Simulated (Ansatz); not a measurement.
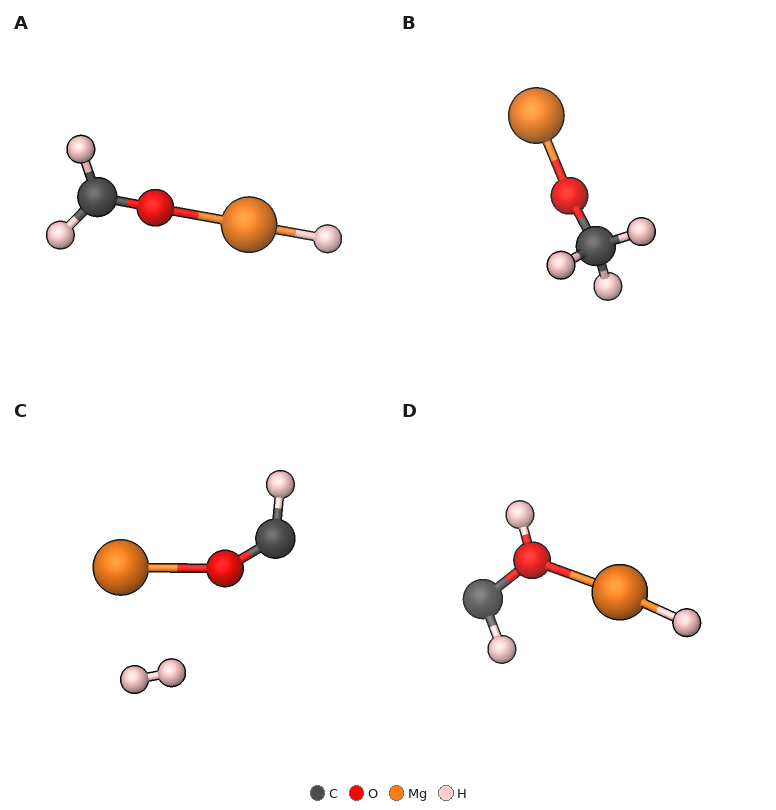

4 stationary structures of one formula. The species has charge +1 and is a spin singlet. Geometries: PBE-D4/def2-SVP. Electronic energies: PBE-D4/def2-SVP (Ansatz 0.2.0), without zero-point energy. No frequency run is at hand to confirm each as a minimum.

Which structure is the most stable?

A is lowest; B lies 5.1 kcal/mol above it (Cs), C lies 60.5 kcal/mol above it, D lies 78.1 kcal/mol above it (Cs).
